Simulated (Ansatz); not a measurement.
# B(CNMe)H3 (C₂H₆BN): a spread of methods and bases

How do the results and run time of B(CNMe)H3 (C₂H₆BN) respond when the settings are drawn wide?

Program: Ansatz 0.2.0, Gaussian basis. Level of theory: the settings change from run to run. These are calculated values, not measurements.

1 further run of the same task is left out (it didn't finish).

## (1) The geometry

The geometry comes from an earlier relaxation with r2SCAN-D4/def2-SVP; it is a stationary point, not always the lowest conformer.

10 atoms, charge 0, spin multiplicity 1.

Atoms are counted from 1 here; the program's logs count them from 0.

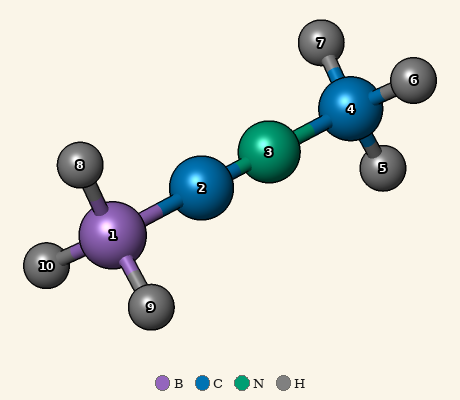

The structure; boron purple, carbon blue, nitrogen teal, hydrogen grey; atoms are numbered from 1 in the order of the file.

Geometry (Å):

| atom | x (Å) | y (Å) | z (Å) |
| --- | --- | --- | --- |
| B1 | 0.0006 | 0.0058 | -2.0788 |
| C2 | 0.0011 | 0.0008 | -0.5431 |
| N3 | 0.0019 | -0.0028 | 0.6268 |
| C4 | -0.0007 | -0.0057 | 2.0345 |
| H5 | -1.0352 | -0.0167 | 2.4097 |
| H6 | 0.5067 | 0.8940 | 2.4144 |
| H7 | 0.5244 | -0.8966 | 2.4108 |
| H8 | 1.1752 | 0.0084 | -2.4254 |
| H9 | -0.5882 | 1.0238 | -2.4210 |
| H10 | -0.5859 | -1.0111 | -2.4280 |

## (2) r2SCAN50/6-31++G**

Set apart from the defaults: atoms shaken by 0.15 Å, D3(BJ) dispersion.

Contents of in.yaml:

```yaml
crystal:
  periodic: [false, false, false]
  atoms:
    - {symbol: B, position_ang: [-0.069849, 0.168559, -2.211625]}
    - {symbol: C, position_ang: [0.019274, 0.011381, -0.486659]}
    - {symbol: N, position_ang: [-0.134945, 0.095832, 0.806048]}
    - {symbol: C, position_ang: [-0.277112, 0.091414, 2.075086]}
    - {symbol: H, position_ang: [-0.792611, 0.055274, 2.282697]}
    - {symbol: H, position_ang: [0.848388, 0.838470, 2.483928]}
    - {symbol: H, position_ang: [0.451949, -1.112629, 2.308344]}
    - {symbol: H, position_ang: [1.227110, 0.029821, -2.462779]}
    - {symbol: H, position_ang: [-0.540600, 1.058323, -2.508755]}
    - {symbol: H, position_ang: [-0.460280, -0.762336, -2.430143]}
basis:
  gaussian: {orbitals: "6-31++G**"}
hamiltonian: {xc: {name: r2SCAN50}, dispersion: d3bj}
scf: {omitted_lower_state_checks: [starts]}
output: {forces: true}
```

Command:

```bash
$ ansatz run in.yaml --threads 4 --pin off --events-out ev --progress --plain --max-ram 3916MiB
```

The log of the run:

```text
Warning: the engine holds no damping parameters fitted to this dispersion correction and functional, so the run takes those fitted to r2scan50 beside the three-body term, which d3bj leaves out (hamiltonian.dispersion, under Limitations)
Functional definition: r2SCAN50
  name "r2SCAN50"
  cite "Bursch, Neugebauer, Ehlert & Grimme, J. Chem. Phys. 156, 134105 (2022) doi:10.1063/5.0086040"
  cite "Furness, Kaplan, Ning, Perdew & Sun, J. Phys. Chem. Lett. 11, 8208 (2020) doi:10.1021/acs.jpclett.0c02405"
  cite "Furness, Kaplan, Ning, Perdew & Sun, J. Phys. Chem. Lett. 11, 9248 (2020) doi:10.1021/acs.jpclett.0c03077"
  parent r2scan
  parameter a = 0.5
  parameter k0 = 0.174
  parameter k1 = 0.065
  parameter a1 = 4.9479
  exchange = (1 - a)*r2scan_x(k0 = k0, k1 = k1, a1 = a1) + a*exact_x
  correlation = r2scan_c
these checks for a lower state are left out or cut short: starts
1016 factors; integrals over basis functions are off by at most 1.4e-3 eV
mean field evaluation 1: about -4302.4183 eV, gradient 5.6e1 eV
mean field evaluation 2: about -4301.3849 eV, gradient 6.3e1 eV
mean field evaluation 4: about -4310.4169 eV, gradient 3.3e0 eV
mean field evaluation 8: about -4310.4430 eV, gradient 3.6e-2 eV
mean field -4310.44296781 eV, -158.4058573440 hartree, gradient 8.4e-5 eV, S^2 0.000000; 0 other end points of the search recorded, 0 dependent functions left out
the calculation of the forces begins
reference -4310.44299142 eV, -158.4058582115 hartree; 15, 15 occupied and 97, 97 virtual orbitals, 1016 factors
Total energy: -4310.49780119 eV, -158.4078724333 hartree
Atom 0 at    -0.069849     0.168559    -2.211625 Å, force     7.149994    -0.354366     3.975039 eV/Å
Atom 1 at     0.019274     0.011381    -0.486659 Å, force    -2.210384     1.834040    10.515958 eV/Å
Atom 2 at    -0.134945     0.095832     0.806048 Å, force     1.105618    -0.378816   -18.401444 eV/Å
Atom 3 at    -0.277112     0.091414     2.075086 Å, force   118.114376     4.174074   -39.451977 eV/Å
Atom 4 at    -0.792611     0.055274     2.282697 Å, force  -109.943541    -6.495021    45.781342 eV/Å
Atom 5 at     0.848388     0.838470     2.483928 Å, force    -4.725852    -1.916999    -0.380926 eV/Å
Atom 6 at     0.451949    -1.112629     2.308344 Å, force    -2.831687     3.540276     0.222369 eV/Å
Atom 7 at     1.227110     0.029821    -2.462779 Å, force    -1.750010     0.541943     0.276944 eV/Å
Atom 8 at    -0.540600     1.058323    -2.508755 Å, force    -2.231226     4.412569    -1.032097 eV/Å
Atom 9 at    -0.460280    -0.762336    -2.430143 Å, force    -2.677288    -5.357701    -1.505206 eV/Å
Dipole moment:    -0.018945    -0.047701     1.135866 e Å
Checks for a lower state left out: starts
```

Wall time 2 s (4 threads of Arm Neoverse V1, shared host).

Largest force 124.599 eV/Å, dipole 5.46 D.

## (3) CCSD(T)/def2-mTZVP

Options: high accuracy.

Contents of in.yaml:

```yaml
crystal:
  periodic: [false, false, false]
  atoms:
    - {symbol: B, position_ang: [0.000575, 0.005800, -2.078753]}
    - {symbol: C, position_ang: [0.001144, 0.000838, -0.543118]}
    - {symbol: N, position_ang: [0.001850, -0.002784, 0.626795]}
    - {symbol: C, position_ang: [-0.000660, -0.005663, 2.034522]}
    - {symbol: H, position_ang: [-1.035167, -0.016676, 2.409724]}
    - {symbol: H, position_ang: [0.506707, 0.893985, 2.414405]}
    - {symbol: H, position_ang: [0.524442, -0.896583, 2.410843]}
    - {symbol: H, position_ang: [1.175212, 0.008417, -2.425440]}
    - {symbol: H, position_ang: [-0.588236, 1.023760, -2.420956]}
    - {symbol: H, position_ang: [-0.585879, -1.011085, -2.428021]}
basis:
  gaussian: {orbitals: def2-mTZVP}
hamiltonian: {xc: {name: HF}}
correlation: {method: ccsd_t}
accuracy: high
scf: {omitted_lower_state_checks: [starts]}
```

Same command.

The log of the run:

```text
Functional definition: HF
  name "HF"
  cite "Fock, Z. Phys. 61, 126 (1930) doi:10.1007/BF01340294"
  parent pbe
  exchange = exact_x
  correlation = 0
these checks for a lower state are left out or cut short: starts
1968 factors; integrals over basis functions are off by at most 1.5e-8 eV
mean field evaluation 1: about -4307.0833 eV, gradient 2.4e1 eV
mean field evaluation 2: about -4307.0871 eV, gradient 2.4e1 eV
mean field evaluation 4: about -4309.0141 eV, gradient 3.2e0 eV
mean field evaluation 8: about -4309.0390 eV, gradient 1.5e-4 eV
mean field -4309.03898633 eV, -158.3542619759 hartree, gradient 8.2e-8 eV, S^2 0.000000; 0 other end points of the search recorded, 0 dependent functions left out
4 core orbitals not correlated: weight in the atoms' cores, before any rotation towards them, 1.000 or more for the frozen orbitals, at most 0.000 for the correlated occupied ones
reference -4309.03898633 eV, -158.3542619759 hartree; 11, 11 occupied and 79, 79 virtual orbitals, 1968 factors
second order -14.11692768 eV of doubles, -0.00000000 eV of singles
cycle   1  -14.41438697 eV  change   -3.0e-1 eV  update   1.1e-1
cycle   2  -14.94393500 eV  change   -5.3e-1 eV  update   3.4e-2
cycle   3  -15.07842412 eV  change   -1.3e-1 eV  update   1.7e-2
cycle   4  -15.07466527 eV  change    3.8e-3 eV  update   4.1e-3
cycle   5  -15.07705493 eV  change   -2.4e-3 eV  update   1.5e-3
cycle   6  -15.07662145 eV  change    4.3e-4 eV  update   3.7e-4
cycle   7  -15.07644747 eV  change    1.7e-4 eV  update   1.2e-4
cycle   8  -15.07645674 eV  change   -9.3e-6 eV  update   4.9e-5
cycle   9  -15.07643539 eV  change    2.1e-5 eV  update   1.5e-5
cycle  10  -15.07642567 eV  change    9.7e-6 eV  update   5.4e-6
cycle  11  -15.07642598 eV  change   -3.0e-7 eV  update   1.9e-6
cycle  12  -15.07642646 eV  change   -4.9e-7 eV  update   6.2e-7
cycle  13  -15.07642696 eV  change   -4.9e-7 eV  update   2.1e-7
cycle  14  -15.07642718 eV  change   -2.2e-7 eV  update   6.4e-8
cycle  15  -15.07642721 eV  change   -3.6e-8 eV  update   3.4e-8
cycle  16  -15.07642700 eV  change    2.1e-7 eV  update   1.3e-7
cycle  17  -15.07642703 eV  change   -3.0e-8 eV  update   3.3e-8
cycle  18  -15.07642699 eV  change    3.7e-8 eV  update   1.0e-8
cycle  19  -15.07642699 eV  change   5.2e-10 eV  update   3.6e-9
cycle  20  -15.07642699 eV  change    2.0e-9 eV  update   1.2e-9
perturbative correction -0.62433555 eV, -0.0229439084 hartree
Total energy: -4324.73974887 eV, -158.9312543571 hartree
Checks for a lower state left out: starts
```

Run time: 7 s. Hardware: 4 threads of Arm Neoverse V1, shared host; peak memory 0.65 GiB.

T1 0.016.

## (4) wB97/aug-cc-pVDZ

Options: multiplicity 3, atoms shaken by 0.15 Å.

Contents of in.yaml:

```yaml
crystal:
  periodic: [false, false, false]
  atoms:
    - {symbol: B, position_ang: [-0.117891, -0.197766, -2.087779]}
    - {symbol: C, position_ang: [0.106166, 0.104910, -0.502622]}
    - {symbol: N, position_ang: [0.160456, -0.100717, 0.389058]}
    - {symbol: C, position_ang: [0.212169, -0.000821, 2.103577]}
    - {symbol: H, position_ang: [-1.089438, 0.285525, 2.487832]}
    - {symbol: H, position_ang: [0.591398, 0.858997, 2.369877]}
    - {symbol: H, position_ang: [0.590996, -0.859563, 2.572995]}
    - {symbol: H, position_ang: [1.137518, -0.115312, -2.556792]}
    - {symbol: H, position_ang: [-0.466902, 1.189194, -2.601114]}
    - {symbol: H, position_ang: [-0.531339, -0.819187, -2.288579]}
basis:
  gaussian: {orbitals: aug-cc-pVDZ}
magnetization: {spin_polarized: true, initial_magnetization: 2}
hamiltonian: {xc: {name: wB97}}
scf: {omitted_lower_state_checks: [starts]}
output: {forces: true}
```

Launched as before.

The log of the run:

```text
Functional definition: wB97
  name "wB97"
  cite "Chai & Head-Gordon, J. Chem. Phys. 128, 084106 (2008) doi:10.1063/1.2834918"
  cite "Becke, J. Chem. Phys. 107, 8554 (1997) doi:10.1063/1.475007"
  parameter omega = 0.4/bohr
  parameter cx1 = 1.13116
  parameter cx2 = -2.74915
  parameter cx3 = 12.0900
  parameter cx4 = -5.71642
  parameter css1 = -2.55352
  parameter css2 = 11.8926
  parameter css3 = -26.9452
  parameter css4 = 17.0927
  parameter cos1 = 3.99051
  parameter cos2 = -17.0066
  parameter cos3 = 1.07292
  parameter cos4 = 8.88211
  # The coefficients of nought are those of the uniform gas.
  exchange = spin_sum(e_x_unif_sr(omega)*poly(b97_u_x, 1, cx1, cx2, cx3, cx4)) + exact_x_lr(omega)
  correlation = spin_sum(e_c_pw_same_spin*poly(b97_u_same, 1, css1, css2, css3, css4))
      + integral(e_c_pw_opposite_spin*poly(b97_u_opposite, 1, cos1, cos2, cos3, cos4))
these checks for a lower state are left out or cut short: starts
1279 factors; their error is unknown
766 factors; integrals over basis functions are off by at most 8.2e-6 eV
mean field evaluation 1: about -4309.1316 eV, gradient 3.7e1 eV
mean field evaluation 2: about -4303.9424 eV, gradient 4.5e1 eV
mean field evaluation 4: about -4315.7121 eV, gradient 3.4e0 eV
mean field evaluation 8: about -4315.8606 eV, gradient 3.8e-1 eV
mean field evaluation 16: about -4315.8371 eV, gradient 2.0e-2 eV
mean field evaluation 32: about -4315.8371 eV, gradient 2.4e-5 eV
mean field -4315.83714387 eV, -158.6040896576 hartree, gradient 1.1e-5 eV, S^2 2.013202; 0 other end points of the search recorded, 0 dependent functions left out
the calculation of the forces begins
reference -4315.83713158 eV, -158.6040892061 hartree; 16, 14 occupied and 130, 132 virtual orbitals, 1279 factors
Total energy: -4315.83713158 eV, -158.6040892061 hartree
Atom 0 at    -0.117891    -0.197766    -2.087779 Å, force    21.010691    28.695412    10.740761 eV/Å
Atom 1 at     0.106166     0.104910    -0.502622 Å, force    -6.239764    15.789594   -68.824805 eV/Å
Atom 2 at     0.160456    -0.100717     0.389058 Å, force     5.786906   -17.887555    65.885403 eV/Å
Atom 3 at     0.212169    -0.000821     2.103577 Å, force    -8.139302    -0.940237     1.349963 eV/Å
Atom 4 at    -1.089438     0.285525     2.487832 Å, force     3.735609    -1.374107    -1.010277 eV/Å
Atom 5 at     0.591398     0.858997     2.369877 Å, force     3.207320     5.260418     1.254164 eV/Å
Atom 6 at     0.590996    -0.859563     2.572995 Å, force     0.608711    -1.690646     0.338150 eV/Å
Atom 7 at     1.137518    -0.115312    -2.556792 Å, force    -1.708046     0.873383    -0.459543 eV/Å
Atom 8 at    -0.466902     1.189194    -2.601114 Å, force     0.967434    -1.193792    -0.183941 eV/Å
Atom 9 at    -0.531339    -0.819187    -2.288579 Å, force   -19.229561   -27.532471    -9.089876 eV/Å
Dipole moment:     0.021375     0.079963    -1.055449 e Å
Checks for a lower state left out: starts
```

Run time: 19 s. Hardware: 4 threads of Arm Neoverse V1, shared host; peak memory 0.56 GiB.

Largest force 70.888 eV/Å, dipole 5.09 D, ⟨S²⟩ 2.013.

## (5) RPBE/cc-pVDZ

Options: atoms shaken by 0.15 Å, D3(BJ) dispersion, high accuracy.

Contents of in.yaml:

```yaml
crystal:
  periodic: [false, false, false]
  atoms:
    - {symbol: B, position_ang: [0.002015, -0.056533, -1.967850]}
    - {symbol: C, position_ang: [-0.068652, 0.308198, -0.594577]}
    - {symbol: N, position_ang: [-0.031658, 0.061803, 0.704437]}
    - {symbol: C, position_ang: [0.151713, 0.122222, 2.276837]}
    - {symbol: H, position_ang: [-1.352142, -0.229685, 2.558243]}
    - {symbol: H, position_ang: [0.140391, 1.055976, 2.147075]}
    - {symbol: H, position_ang: [0.732726, -1.076031, 2.425798]}
    - {symbol: H, position_ang: [1.174177, 0.055549, -2.732425]}
    - {symbol: H, position_ang: [-0.367074, 1.109594, -2.415082]}
    - {symbol: H, position_ang: [-0.379874, -1.308371, -2.231079]}
basis:
  gaussian: {orbitals: cc-pVDZ}
hamiltonian: {xc: {name: RPBE}, dispersion: d3bj}
accuracy: high
scf: {omitted_lower_state_checks: [starts]}
output: {forces: true}
```

Launched as before.

The log of the run:

```text
Functional definition: RPBE
  name "RPBE"
  cite "Hammer, Hansen & Nørskov, Phys. Rev. B 59, 7413 (1999) doi:10.1103/PhysRevB.59.7413"
  cite "Perdew, Burke & Ernzerhof, Phys. Rev. Lett. 77, 3865 (1996) doi:10.1103/PhysRevLett.77.3865"
  parameter kappa = 0.804
  parameter beta = 0.06672455060314922
  exchange = rpbe_x(kappa = kappa, mu = beta*pi^2/3)
  correlation = pbe_c(beta = beta)
these checks for a lower state are left out or cut short: starts
2044 factors; integrals over basis functions are off by at most 7.1e-9 eV
mean field evaluation 1: about -4325.4553 eV, gradient 4.1e1 eV
mean field evaluation 2: about -4318.6100 eV, gradient 5.8e1 eV
mean field evaluation 4: about -4330.9582 eV, gradient 9.9e0 eV
mean field evaluation 8: about -4331.2565 eV, gradient 1.2e-1 eV
mean field evaluation 16: about -4331.2542 eV, gradient 2.2e-5 eV
mean field -4331.25418322 eV, -159.1706554038 hartree, gradient 2.0e-8 eV, S^2 0.000000; 0 other end points of the search recorded, 0 dependent functions left out
the calculation of the forces begins
reference -4331.25418691 eV, -159.1706555393 hartree; 15, 15 occupied and 71, 71 virtual orbitals, 2044 factors
Total energy: -4332.07572024 eV, -159.2008463325 hartree
Atom 0 at     0.002015    -0.056533    -1.967850 Å, force     1.161464    -0.121701    -5.284854 eV/Å
Atom 1 at    -0.068652     0.308198    -0.594577 Å, force     1.591010    -2.615754    11.843087 eV/Å
Atom 2 at    -0.031658     0.061803     0.704437 Å, force    -0.063548     1.055072    -6.663321 eV/Å
Atom 3 at     0.151713     0.122222     2.276837 Å, force    -4.840170   -13.373978    -3.293086 eV/Å
Atom 4 at    -1.352142    -0.229685     2.558243 Å, force     3.973570     0.981935    -0.106989 eV/Å
Atom 5 at     0.140391     1.055976     2.147075 Å, force     1.350170     9.082288     1.470713 eV/Å
Atom 6 at     0.732726    -1.076031     2.425798 Å, force    -1.044050     4.352603     0.376619 eV/Å
Atom 7 at     1.174177     0.055549    -2.732425 Å, force    -1.170938    -0.158834     1.825280 eV/Å
Atom 8 at    -0.367074     1.109594    -2.415082 Å, force    -0.787246    -1.084407    -0.461740 eV/Å
Atom 9 at    -0.379874    -1.308371    -2.231079 Å, force    -0.170261     1.882775     0.294291 eV/Å
Dipole moment:     0.054024     0.029929     1.079480 e Å
Checks for a lower state left out: starts
```

It took 2.1 s on 4 threads of Arm Neoverse V1, shared host.

Largest force 14.599 eV/Å, dipole 5.19 D.

## (6) The runs in one table

| level | charge | multiplicity | geometry | functions | energy (eV) | time |
| --- | --- | --- | --- | --- | --- | --- |
| r2SCAN50/6-31++G** | 0 | 1 | shaken | 112 | -4310.498 | 2 s |
| CCSD(T)/def2-mTZVP | 0 | 1 | relaxed | 94 | -4324.740 | 7 s |
| wB97/aug-cc-pVDZ | 0 | 3 | shaken | 146 | -4315.837 | 19 s |
| RPBE/cc-pVDZ | 0 | 1 | shaken | 86 | -4332.076 | 2.1 s |

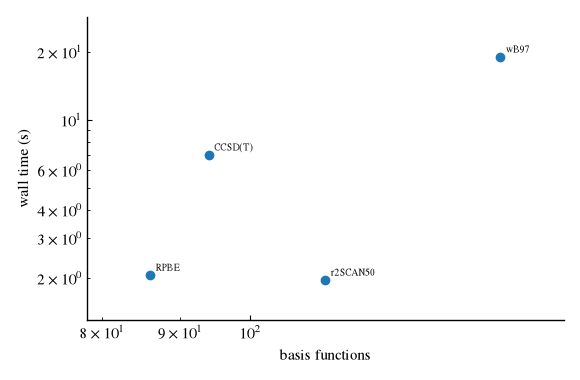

Wall time against the number of basis functions (shared host).

## (7) What came out

```
quantity                    value
    runs                        4
quickest  r2SCAN50/6-31++G**, 2 s
 slowest   wB97/aug-cc-pVDZ, 19 s
```

In words: The runs differ in state or geometry as well as level, so their energies can't be set against each other. wB97/aug-cc-pVDZ took 10 times as long as r2SCAN50/6-31++G**. The jobs differ in tasks and options as well as level.
